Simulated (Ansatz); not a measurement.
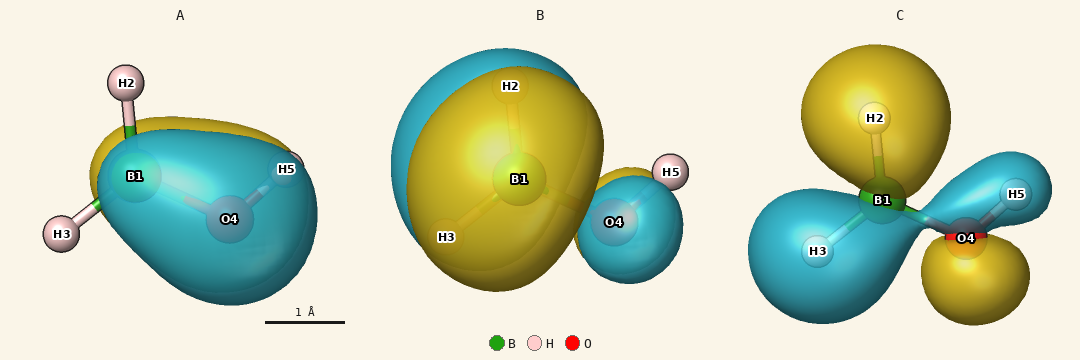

*BH$_{3}$O. Three frontier orbitals at ±0.1 Å⁻³ᐟ² (yellow and cyan are the two phases), in no order.*

All numbers below come from RKS PBE0-D4/def2-TZVP in Ansatz 0.2.0.

The calculation's input:

```
crystal:
  periodic: [false, false, false]
  atoms:
    - { symbol: B, position_ang: [0.0, 0.0, 0.0] }
    - { symbol: H, position_ang: [0.0, 0.0, 1.19] }
    - { symbol: H, position_ang: [1.0305, 0.0, -0.595] }
    - { symbol: O, position_ang: [-1.2211, 0.0, -0.705] }
    - { symbol: H, position_ang: [-1.7308, -0.8467, -0.4965] }
basis:
  gaussian: { orbitals: def2-TZVP }
hamiltonian:
  xc: pbe0
  dispersion: d4
relax:
  f_tol: 0.02
  max_steps: 40
output:
  orbitals: {}
```

Run with:

```sh
ansatz run input.yaml --threads 2 --pin off --max-ram 3072MiB --backend cpu --events-out ev --progress --plain --runs-dir out
```

The fields are those of the run's last geometry, not of the input's.

Which picture is the HOMO−1, the HOMO and the LUMO?

Answer. A is the HOMO−1 (−10.71 eV). By Hirshfeld shares it lies mainly on O4 (about 75 %) and B1 (about 15 %); it changes sign across the molecular plane (π type). C is the HOMO (−8.86 eV). Its weight (Hirshfeld) is mainly on B1 (about 30 %), H2 (about 25 %), O4 (about 20 %) and H3 (about 20 %); it is symmetric in the molecular plane (an in-plane orbital: σ, lone-pair or in-plane π type). B is the LUMO (−0.41 eV). By Hirshfeld shares it lies mainly on B1 (about 65 %), O4 (about 15 %), H2 (about 10 %) and H3 (about 10 %); it changes sign across the molecular plane (π type).

What is the HOMO–LUMO gap?

Answer. 8.45 eV between the orbital energies.
